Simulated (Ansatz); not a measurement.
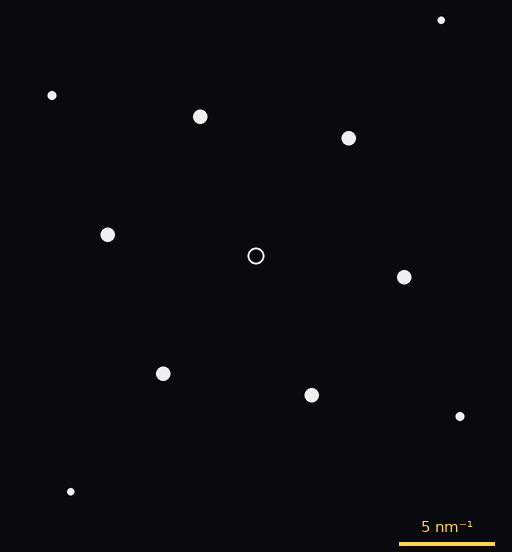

Kinematic zone-axis pattern, calculated for 300 keV electrons with B = 1 Å².

> Describe the geometry of this pattern.

The spots form a hexagonal net with both shortest vectors at d = 1.26 Å, 60.0° apart.

> What is the point symmetry of the pattern, intensities included?

6mm. A zero-layer kinematic pattern is always centrosymmetric (Friedel's law). Such a pattern arises along the three- or sixfold axis of a trigonal, hexagonal or cubic crystal.

> Which crystal and zone produced it?

This cannot be fixed from one zone alone; the pattern is [111] of Cu, space group Fm-3m (No. 225), a = 3.577 Å. The net vectors are -2 2 0 and -2 0 2. Structure: the input geometry of an electronic-structure calculation (not necessarily at equilibrium).
